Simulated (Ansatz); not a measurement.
A series of calculations on La₈Ga₇O₂₄

**1. Relaxation**

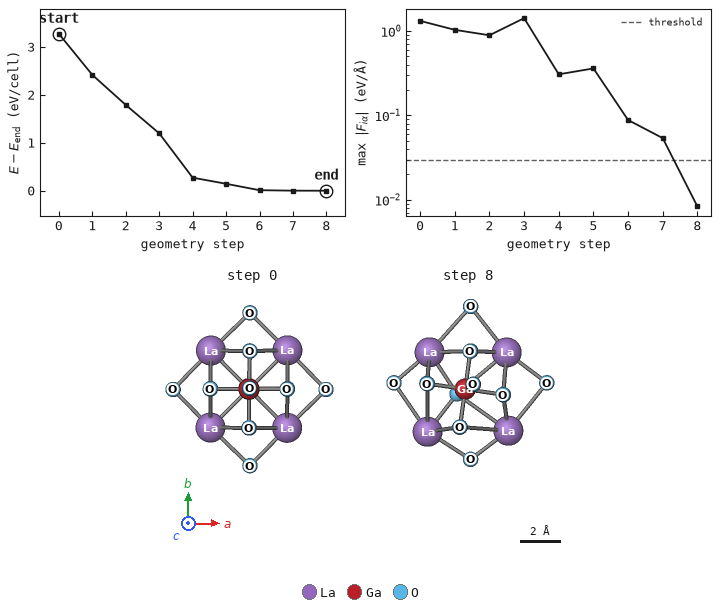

First and last geometry of a relaxation of a defect cell of composition La$_{8}$Ga$_{7}$O$_{24}$ (cell charge −1), with the history of the run. The picture is a ball-and-stick view of the atoms within 4.2 Å of the atom that moves most (axes of the cell of the calculation), seen along the c axis.

All numbers below come from DFT, PBEsol, PAW, plane waves (Ansatz).

Input
```yaml
crystal:
  lattice:
    - [7.729308, 0.000000, 0.000000]
    - [0.000000, 7.729308, 0.000000]
    - [0.000000, 0.000000, 7.729308]
  atoms:
    - { symbol: La, position: [0.000232, 0.004173, 0.002018] }
    - { symbol: La, position: [0.996308, 0.997247, 0.498707] }
    - { symbol: La, position: [0.998002, 0.497335, 0.003127] }
    - { symbol: La, position: [0.996432, 0.502006, 0.503075] }
    - { symbol: La, position: [0.499551, 0.002892, 0.996365] }
    - { symbol: La, position: [0.504694, 0.000012, 0.503832] }
    - { symbol: La, position: [0.496769, 0.499202, 0.000440] }
    - { symbol: La, position: [0.499837, 0.497712, 0.499040] }
    - { symbol: Ga, position: [0.248923, 0.252671, 0.751172] }
    - { symbol: Ga, position: [0.249551, 0.749660, 0.246862] }
    - { symbol: Ga, position: [0.251077, 0.750141, 0.748469] }
    - { symbol: Ga, position: [0.747394, 0.249914, 0.252864] }
    - { symbol: Ga, position: [0.755956, 0.254375, 0.752093] }
    - { symbol: Ga, position: [0.748999, 0.749489, 0.254442] }
    - { symbol: Ga, position: [0.747426, 0.753075, 0.754490] }
    - { symbol: O, position: [0.248154, 0.249809, 0.999233] }
    - { symbol: O, position: [0.251972, 0.248412, 0.502910] }
    - { symbol: O, position: [0.252515, 0.748094, 0.003396] }
    - { symbol: O, position: [0.254076, 0.749959, 0.497981] }
    - { symbol: O, position: [0.755241, 0.249617, 0.997507] }
    - { symbol: O, position: [0.749003, 0.249073, 0.499812] }
    - { symbol: O, position: [0.748662, 0.750541, 0.995348] }
    - { symbol: O, position: [0.752840, 0.755359, 0.501421] }
    - { symbol: O, position: [0.998909, 0.249413, 0.250840] }
    - { symbol: O, position: [0.996803, 0.249928, 0.749639] }
    - { symbol: O, position: [0.999374, 0.749972, 0.247615] }
    - { symbol: O, position: [0.999881, 0.753439, 0.753161] }
    - { symbol: O, position: [0.502961, 0.247682, 0.241361] }
    - { symbol: O, position: [0.498973, 0.247382, 0.750453] }
    - { symbol: O, position: [0.496513, 0.753776, 0.253081] }
    - { symbol: O, position: [0.495480, 0.750781, 0.745206] }
    - { symbol: O, position: [0.248541, 0.000574, 0.248029] }
    - { symbol: O, position: [0.248713, 0.001632, 0.749164] }
    - { symbol: O, position: [0.248931, 0.501557, 0.250519] }
    - { symbol: O, position: [0.249888, 0.504388, 0.753116] }
    - { symbol: O, position: [0.755216, 0.999538, 0.247836] }
    - { symbol: O, position: [0.753362, 0.000347, 0.749968] }
    - { symbol: O, position: [0.748247, 0.496494, 0.248220] }
    - { symbol: O, position: [0.751032, 0.496637, 0.745805] }
  symmetry: { detect: false }
kpoints:
  mp_grid: { grid: [1, 1, 1], shift: [0.25, 0.25, 0.25] }
hamiltonian:
  xc: pbesol
total_charge: -1
scf:
  occupations: { method: fermi_dirac, width: 0.01 }
relax:
  f_tol: 0.03
  max_steps: 80
  escape_saddle: false
  adjacent_minimum: "off"
output:
  forces: true
  eigenvalues: true
  populations: true
  charged_corrections: { epsilon: 27 }
  write_density: true
  write_potential: true
  elf: true
  volumetric_format: npy
```

Command:
```bash
ansatz run in.yaml --threads 2 --pin off --max-ram 30400MiB --runs-dir r --events-out ev --progress --plain --backend cuda --devices 0, --max-vram 18GiB
```

Did the run converge, and what did it change?

It converged. The largest move is that of O22, 0.47 Å roughly along [−2 −1 0]. By element the largest moves are O 0.47 Å, La 0.36 Å, Ga 0.06 Å. The cell doesn't change. Among the contacts that change: La3–O39 2.757 → 3.413 Å, La7–O31 2.770 → 3.403 Å, La3–O38 2.705 → 3.261 Å, La1–O22 2.762 → 3.273 Å. Among the angles between lasting bonds that change: Ga14–O22–Ga15 179.6° → 152.1°, La3–O22–La5 178.6° → 158.8°, La5–O22–La7 90.3° → 108.7°. After 8 geometry steps the energy has fallen by 3.273 eV per cell of the calculation. Largest force component: 1.3 eV/Å at the start, 0.0083 eV/Å at the end.

Limits of the set-up: the periodic images lie only 7.7 Å apart, so the values are limited by the cell's size; the cell is charged, on a uniform background, and energies carry no finite-size correction.

**2. Relaxation**

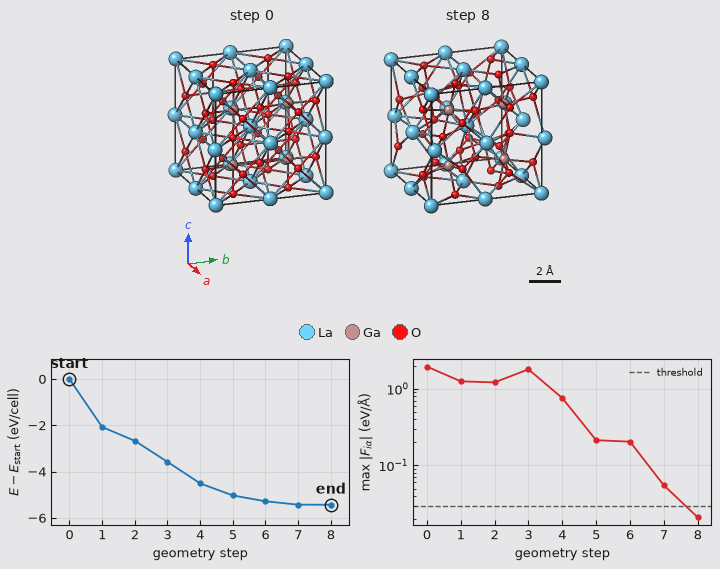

First and last geometry of a relaxation of a defect cell of composition La$_{8}$Ga$_{7}$O$_{24}$ (cell charge −3), with the history of the run. A ball-and-stick model of the cell of the calculation, seen from a free direction.

Method: Ansatz, DFT, PBEsol, PAW, plane waves. Settings: plane-wave cutoff 420 eV; k-point mesh 1 × 1 × 1; mesh shifted by (0.25, 0.25, 0.25); no spin polarisation; atoms relaxed in a fixed cell; force threshold 0.03 eV/Å; at most 80 steps.

> Read the history and describe the run.

It converged. The largest moves, 0.48 Å, are those of O atoms. By element the largest moves are O 0.48 Å, La 0.42 Å, Ga 0.06 Å. The lattice vectors keep their values. Some distances before and after: La–O 2.704 → 3.479 Å, La–O 2.724 → 3.459 Å, La–O 2.757 → 3.482 Å, La–O 2.770 → 3.456 Å. Bond angles that change, for instance: Ga–O–Ga 179.6° → 151.6°, Ga–O–Ga 178.9° → 151.7°, Ga–O–Ga 179.3° → 153.4°. After 8 geometry steps the energy has fallen by 5.429 eV per cell of the calculation. Largest force component: 2 eV/Å at the start, 0.021 eV/Å at the end. Cost: 20 s on 1 × NVIDIA H100 80GB HBM3 with 2 threads of AMD EPYC 7R13 Processor, peak memory 1.3 GiB.

Limits of the set-up: the periodic images lie only 7.7 Å apart, so the values are limited by the cell's size; the cell is charged, on a uniform background, and energies carry no finite-size correction.

**3. Defect**

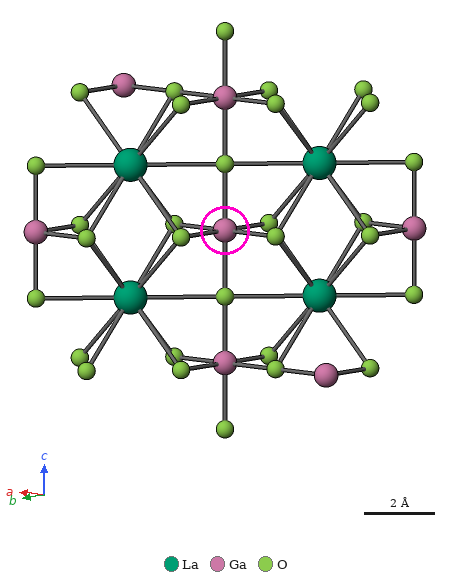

Perfect LaGaO₃. A ball-and-stick model of the atoms within 6.0 Å of one point, in a slice 4.2 Å thick across the line of sight, seen from a free direction.

The calculation used DFT, PBEsol, PAW, plane waves in Ansatz 0.2.0. Set-up: plane-wave cutoff 420 eV; k-point mesh 1 × 1 × 1; mesh shifted by (0.25, 0.25, 0.25); no spin polarisation. Fermi-Dirac smearing of 0.01 eV. A uniform background neutralises the charged cell. The axes drawn are those of the host's conventional cell.

A gallium atom is taken out (a vacancy) at the ringed place, in charge state +1. The supercell has 40 sites, and the atoms are relaxed at the host's cell.

How do the neighbours respond?

Around the empty Ga site the host had 6 O at 1.93 Å; after relaxation the nearest atoms are 6 O at 2.00 to 2.04 Å. Of the host's atoms, an oxygen atom moves furthest from its site, by 0.47 Å.

The relaxed defect, seen from the same direction:

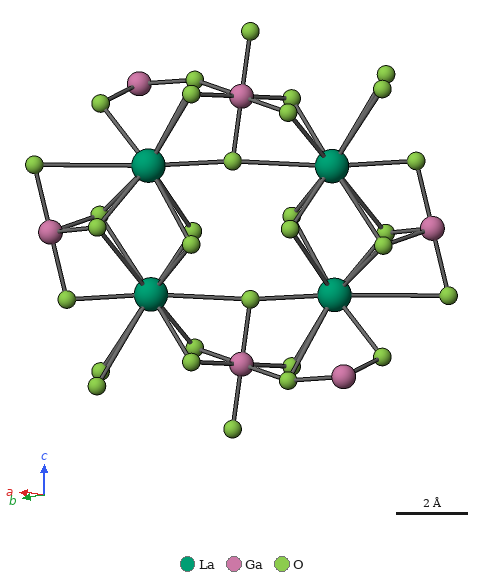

Limits of the set-up: the periodic images lie only 7.7 Å apart, so the values are limited by the cell's size; the cell is charged, on a uniform background, and energies carry no finite-size correction.

**4. Defect**

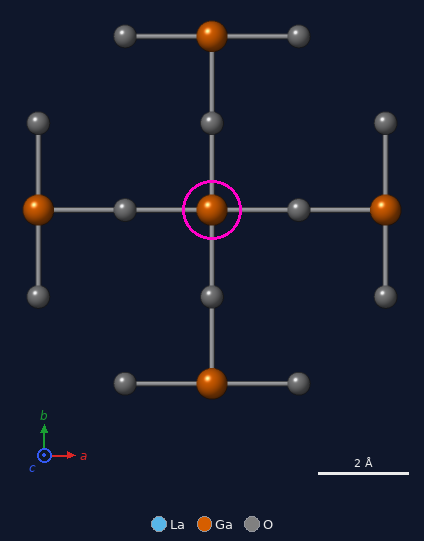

Perfect LaGaO$_{3}$. The picture is a ball-and-stick view of the atoms within 5.4 Å of one point, in a slice 3.4 Å thick across the line of sight, seen along the c axis.

The calculation used Ansatz 0.2.0, DFT, PBEsol, PAW, plane waves. Set-up: plane-wave cutoff 420 eV; k-point mesh 1 × 1 × 1; mesh shifted by (0.25, 0.25, 0.25); collinear spin. Fermi-Dirac smearing of 0.01 eV. A uniform background neutralises the charged cell. The axes drawn are those of the host's conventional cell.

A gallium atom is taken out (a vacancy) at the ringed place, in charge state −2. The supercell has 40 sites, and the atoms are relaxed at the host's cell.

Question: Predict the relaxed surroundings of the defect.

Answer: Around the empty Ga site the host had 6 O at 1.93 Å; after relaxation the nearest atoms are 6 O at 2.06 to 2.08 Å. Of the host's atoms, an oxygen atom moves furthest from its site, by 0.48 Å. The cell's net moment is 1.00 μB.

The relaxed defect, seen from the same direction:

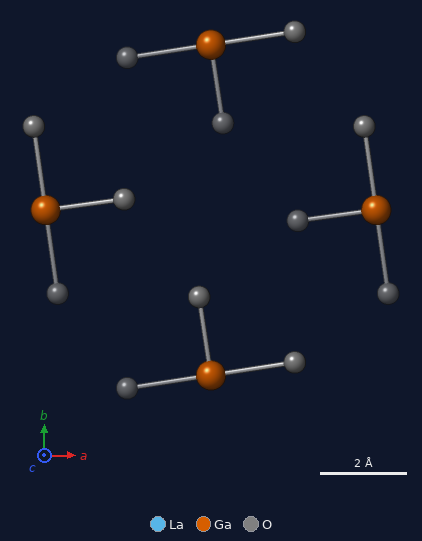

Limits of the set-up: the periodic images lie only 7.7 Å apart, so the values are limited by the cell's size; the cell is charged, on a uniform background, and energies carry no finite-size correction.
